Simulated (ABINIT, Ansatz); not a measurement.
**CdS (Hawleyite): G0W0 with ABINIT, start to end**

How does a plane-wave GW calculation on CdS (Hawleyite) run from the first input to the gap?

Method: PBE and many-body steps on it, plane waves, in ABINIT 10.8.3.

**What was measured.**

- Gap 2.42 eV: optical gap from inflexion point of photoacoustic spectrum, as-grown film; photoacoustic spectroscopy; film (as-grown chemical bath deposited film, about 0.25 um thick, deposited at 80 C) (“Study of the band--gap shift in CdS films: Influence of thermal annealing in different atmospheres”, 1995, arxiv:cond-mat/9501125).

This is a report of a sequence of runs, with most program output left out.

## (1) The starting structure

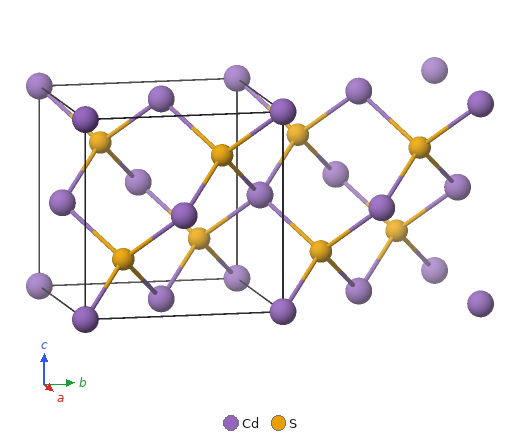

The starting structure, seen slightly off an axis (cadmium purple, sulfur orange). 1×2×1 cells are drawn. This picture shows the conventional cell, with its axes. Bonds to atoms that aren't drawn are left out. Some periodic images of atoms are drawn too.

 The runs that relaxed it are not among those shown.

## (2) Ground state

This step: ABINIT 10.8.3; DFT, PBE, plane waves, norm-conserving pseudopotentials.

The ground-state density comes first.

Contents of run.abi:

```
acell 3*1.0 Angstrom
rprim 
  -0.000000000000 2.958200000000 2.958200000000
  2.958200000000 -0.000000000000 2.958200000000
  2.958200000000 2.958200000000 -0.000000000000
ntypat 2
znucl 48 16
natom 2
typat 1 2
xred 
  0.000000000000 0.000000000000 0.000000000000
  0.250000000000 0.250000000000 0.250000000000
pp_dirpath "pseudos"
pseudos "Cd.upf, S.upf"
ecut 47
ngkpt 6 6 6
nshiftk 1
shiftk 0 0 0
kptopt 1
chksymbreak 0
nband 18
occopt 1
tolvrs 1e-10
nstep 60
prtwf 0
optforces 0
optstress 0
indata_prefix "in"
outdata_prefix "out"
tmpdata_prefix "tmp"
```

Started as:

```
$ OMP_NUM_THREADS=1 mpirun -n 8 abinit run.abi > log
```

The job ended after 11 s (8 MPI ranks of Intel Xeon Platinum 8488C (Sapphire Rapids), shared host; peak memory 0.75 GiB).

Numbers from this step:

- total energy: -5072.7014 eV
- gap: 1.052 eV
- k of the valence top: 0, 0, 0
- k of the conduction bottom: 0, 0, 0
- least direct gap: 1.052 eV

The gap is direct, at Γ.

## (3) Bands along the symmetry lines

The cheap functional maps the bands first; the places of the edges decide which points the dearer methods must see.

Contents of run.abi:

```
acell 3*1.0 Angstrom
rprim 
  -0.000000000000 2.958200000000 2.958200000000
  2.958200000000 -0.000000000000 2.958200000000
  2.958200000000 2.958200000000 -0.000000000000
ntypat 2
znucl 48 16
natom 2
typat 1 2
xred 
  0.000000000000 0.000000000000 0.000000000000
  0.250000000000 0.250000000000 0.250000000000
pp_dirpath "pseudos"
pseudos "Cd.upf, S.upf"
ecut 47
iscf -2
irdden 1
kptopt 0
nkpt 50
kpt 
  0.00000000 0.00000000 0.00000000
  -0.06250000 -0.06250000 0.00000000
  -0.12500000 -0.12500000 0.00000000
  -0.18750000 -0.18750000 0.00000000
  -0.25000000 -0.25000000 0.00000000
  -0.31250000 -0.31250000 0.00000000
  -0.37500000 -0.37500000 0.00000000
  -0.43750000 -0.43750000 0.00000000
  -0.50000000 -0.50000000 0.00000000
  -0.48437500 -0.48437500 0.03125000
  -0.46875000 -0.46875000 0.06250000
  -0.45312500 -0.45312500 0.09375000
  -0.43750000 -0.43750000 0.12500000
  -0.42187500 -0.42187500 0.15625000
  -0.40625000 -0.40625000 0.18750000
  -0.39062500 -0.39062500 0.21875000
  -0.37500000 -0.37500000 0.25000000
  -0.37500000 0.00000000 0.37500000
  -0.32812500 0.00000000 0.32812500
  -0.28125000 0.00000000 0.28125000
  -0.23437500 0.00000000 0.23437500
  -0.18750000 0.00000000 0.18750000
  -0.14062500 0.00000000 0.14062500
  -0.09375000 0.00000000 0.09375000
  -0.04687500 0.00000000 0.04687500
  0.00000000 0.00000000 0.00000000
  0.00000000 0.00000000 0.06250000
  0.00000000 0.00000000 0.12500000
  0.00000000 0.00000000 0.18750000
  0.00000000 0.00000000 0.25000000
  0.00000000 0.00000000 0.31250000
  0.00000000 0.00000000 0.37500000
  0.00000000 0.00000000 0.43750000
  -0.00000000 -0.00000000 0.50000000
  -0.06250000 -0.03125000 0.46875000
  -0.12500000 -0.06250000 0.43750000
  -0.18750000 -0.09375000 0.40625000
  -0.25000000 -0.12500000 0.37500000
  -0.31250000 -0.15625000 0.34375000
  -0.37500000 -0.18750000 0.31250000
  -0.43750000 -0.21875000 0.28125000
  -0.50000000 -0.25000000 0.25000000
  -0.50000000 -0.28125000 0.21875000
  -0.50000000 -0.31250000 0.18750000
  -0.50000000 -0.34375000 0.15625000
  -0.50000000 -0.37500000 0.12500000
  -0.50000000 -0.40625000 0.09375000
  -0.50000000 -0.43750000 0.06250000
  -0.50000000 -0.46875000 0.03125000
  -0.50000000 -0.50000000 0.00000000
istwfk *1
nband 20
nbdbuf 2
tolwfr 1e-08
nstep 40
prtwf 0
prtvol 0
indata_prefix "in"
outdata_prefix "out"
tmpdata_prefix "tmp"
```

The job ended after 16 s (8 MPI ranks; peak memory 0.68 GiB; 2.1 min of CPU time).

Numbers from this step:

| Item | Value |
| --- | --- |
| gap | 1.051 eV |
| k of the valence top | 0, 0, 0 |
| k of the conduction bottom | 0, 0, 0 |
| least direct gap | 1.051 eV |

The gap is 1.051 eV, as in the run before at this level.

The electronic bands at the labelled points (eV, zero at the top of the highest filled band):

```tsv
point	band 10	band 11	band 12	band 13	band 14	band 15	band 16	band 17
Γ	-7.16	0.00	0.00	0.00	1.05	6.54	6.54	6.54
X	-6.75	-3.76	-1.73	-1.73	3.63	4.29	9.03	10.52
U	-6.64	-3.73	-2.34	-1.41	4.23	5.35	8.38	8.92
jump to K	-6.64	-3.73	-2.34	-1.41	4.23	5.35	8.38	8.92
Γ	-7.16	0.00	0.00	0.00	1.05	6.54	6.54	6.54
L	-6.81	-4.14	-0.69	-0.69	2.95	6.99	6.99	7.33
W	-6.59	-3.70	-2.08	-2.04	5.24	5.44	7.14	8.04
X	-6.75	-3.76	-1.73	-1.73	3.63	4.29	9.03	10.52
```

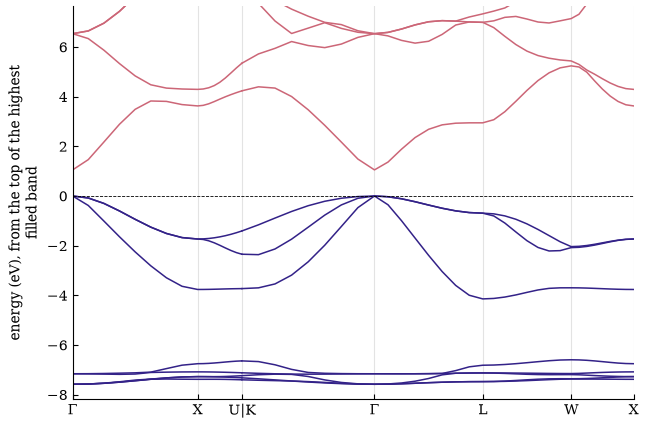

Electronic bands along the path; lines of filled and empty bands in two colours.

## (4) Empty states on the mesh, 4×4×4 mesh, 379 bands

The sums over transitions need many empty states on a uniform mesh; this step solves for them.

Contents of run.abi:

```
acell 3*1.0 Angstrom
rprim 
  -0.000000000000 2.958200000000 2.958200000000
  2.958200000000 -0.000000000000 2.958200000000
  2.958200000000 2.958200000000 -0.000000000000
ntypat 2
znucl 48 16
natom 2
typat 1 2
xred 
  0.000000000000 0.000000000000 0.000000000000
  0.250000000000 0.250000000000 0.250000000000
pp_dirpath "pseudos"
pseudos "Cd.upf, S.upf"
ecut 47
ngkpt 4 4 4
nshiftk 1
shiftk 0 0 0
kptopt 1
chksymbreak 0
iscf -2
irdden 1
istwfk *1
nband 379
nbdbuf 34
tolwfr 1e-09
nstep 60
prtvol 0
indata_prefix "in"
outdata_prefix "out"
tmpdata_prefix "tmp"
```

It took 3.3 min on 8 MPI ranks; peak memory 1.1 GiB.

This step gave:

| Item | Value |
| --- | --- |
| gap | 1.051 eV |
| k of the valence top | 0, 0, 0 |
| k of the conduction bottom | 0, 0, 0 |
| least direct gap | 1.051 eV |
| k points computed | 8 |
| lowest point of the top converged band, above the valence top | 190.5673 eV |

On this mesh the gap is 1.051 eV.

## (5) Screening, 4×4×4 mesh, 345 bands, screening to 272.1 eV

The RPA dielectric matrix is built and inverted for each q.

This step: RPA screening on PBE, plane waves, norm-conserving pseudopotentials.

run.abi: that of step 4 with these lines changed.

```diff
@@ -20,10 +20,11 @@
 chksymbreak 0
-iscf -2
-irdden 1
 istwfk *1
-nband 379
-nbdbuf 34
-tolwfr 1e-09
-nstep 60
-prtvol 0
+occopt 1
+irdwfk 1
+optdriver 3
+nband 345
+ecuteps 10
+inclvkb 2
+awtr 1
+symchi 1
 indata_prefix "in"
```

It took 2.3 min on 8 MPI ranks; peak memory 3.8 GiB; 18 min of CPU time.

This step gave:

- ε∞ with local fields, on this mesh, along the program's q direction: 12.12
- the same without local fields: 12.86
- plasma frequency: 26.31 eV
- plane waves in the screening matrix: 531

Local fields lower ε∞ by 6 %. On a Γ-centred mesh this coarse the value itself is usually too large, while a short band sum pulls it down.

## (6) Self-energy, 4×4×4 mesh, 345 bands, screening to 272.1 eV

The self-energy is evaluated for the states that the input lists, and the levels follow from it, in one-shot runs by the linearised quasiparticle equation.

This step: G0W0 on PBE, plane waves, norm-conserving pseudopotentials.

run.abi: that of step 5 with these lines changed.

```diff
@@ -23,8 +23,15 @@
 irdwfk 1
-optdriver 3
+optdriver 4
 nband 345
+gwcalctyp 0
+ecutsigx 47
+symsigma 1
+nkptgw 1
+kptgw 
+  0.0000000000 0.0000000000 0.0000000000
+bdgw 
+  11 17
 ecuteps 10
-inclvkb 2
-awtr 1
-symchi 1
+irdscr 1
+ppmodel 1
 indata_prefix "in"
```

It took 31 s on 8 MPI ranks; peak memory 4.2 GiB; 4.1 min of CPU time.

Numbers from this step:

- G0W0 gap on the points computed: 2.047 eV
- starting gap on the mesh: 1.051 eV
- k of the valence top: 0, 0, 0
- k of the conduction bottom: 0, 0, 0
- Z at the valence top: 0.776
- Z at the conduction bottom: 0.809
- least direct G0W0 gap on the computed points: 2.047 eV

The gap on the mesh goes from 1.05 eV to 2.05 eV, a correction of +1.00 eV.

Limits: finite bands, cutoff and mesh; no spin-orbit coupling; coarse k mesh. v1 is the top filled band, c1 the lowest empty one. Levels before and after the correction, in eV, zero at the valence-band top of each column:

```tsv
	conduction bottom	valence top
Kohn-Sham	1.05	0.00
G0W0	2.05	0.00
```

```tsv
	level	energy (eV)
Kohn-Sham	Γ v3-v1	0.000
Kohn-Sham	Γ c1	1.051
Kohn-Sham	Γ c2-c4	6.536
G0W0	Γ v3-v1	0.000
G0W0	Γ c1	2.047
G0W0	Γ c2-c4	7.774
```

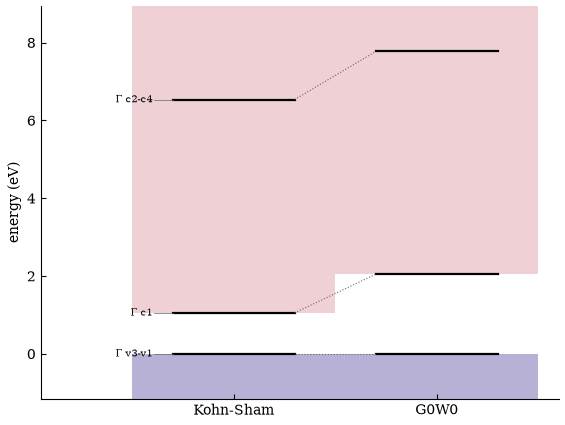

Levels before and after the correction. Shaded: valence and conduction bands.

## (7) Where the time went

Times are wall times on 8 MPI ranks of Intel Xeon Platinum 8488C (Sapphire Rapids), shared host, good to a factor of about two.

```tsv
step	time	share	memory (GiB)
ground state	11 s	3 %	0.75
bands along the symmetry lines	16 s	4 %	0.68
empty states on the mesh	3.3 min	50 %	1.1
screening	2.3 min	35 %	3.8
self-energy	31 s	8 %	4.2
```

## (8) Summary of results

```yaml
pbe_gap: 1.05 eV, direct
g0w0_gap_on_the_mesh: 2.05 eV
gw_settings: 4×4×4 mesh, 345 bands, screening to 272.1 eV, Godby-Needs plasmon pole
known_limits: not at the basis limit; no spin-orbit coupling; coarse k mesh
```

What this shows: G0W0 moves the gap on the mesh from 1.05 eV to 2.05 eV (+1.00 eV), with Z of 0.78 and 0.81 at the edges. Local fields lower the RPA ε∞ on this mesh from 12.86 to 12.12; a Γ-centred mesh this coarse tends to raise both, most where the direct gap is narrow, while a short band sum lowers them. Only 1 of the mesh's irreducible points was corrected, so a valley elsewhere could overtake. Against experiment, by G0W0@PBE: the gap of 2.05 eV lies −0.37 eV from the measured 2.42 eV (optical, 1995). An exciton line or allowed optical edge lies below the quasiparticle gap by the binding energy; a forbidden edge can push the onset above it. The calculation has static nuclei and no excitons; a measured gap holds zero-point and thermal motion, which mostly lowers it. Against the values above the computed gap that would widen the miss. A likelier cause is too strong a screening: the start's gap is only 1.05 eV, the mesh is coarse, and one shot does not repair that. Bands and cutoff are finite, so the gap is not at the basis limit. The miss can reach some tenths of an eV and take either sign; the mesh is an error of its own. In the G0W0 run levels were corrected at 1 k point alone, so a gap called «on the mesh» is the least over those, and an edge elsewhere would be missed. The 4×4×4 mesh is coarse for this cell, which bears on the long-range parts of exchange and screening. The many-body steps are scalar-relativistic: spin-orbit coupling is not in them.

[Paths, hosts, dates, memory and timing lines, banners, echoed tables and standing remarks are left out of the program output.]

[Logs are printed without paths, hosts, clocks, repeated set-up lines and the standing remarks that a program may print on its own settings, such as how far it seeks lower states.]

[Runs of the session that timed out or met a known fault of the program may be left out.]

[No measured gap is set beside runs whose start may be inverted or whose files or cutoffs have a known fault.]

[Hosts, paths, dates, database ids (printed as entryN), source tags and the programs' standing remarks are cut or masked in the printed files.]

[G0W0 gaps are taken among the corrected bands and points alone; a level outside them can change the order at an edge.]

[Where Ansatz stands beside ABINIT at settings called matched, ABINIT's density can come from a denser mesh and the files from another edition; pairs whose starting gaps differed by over 0.03 eV were left out, so agreement reads better than it is.]
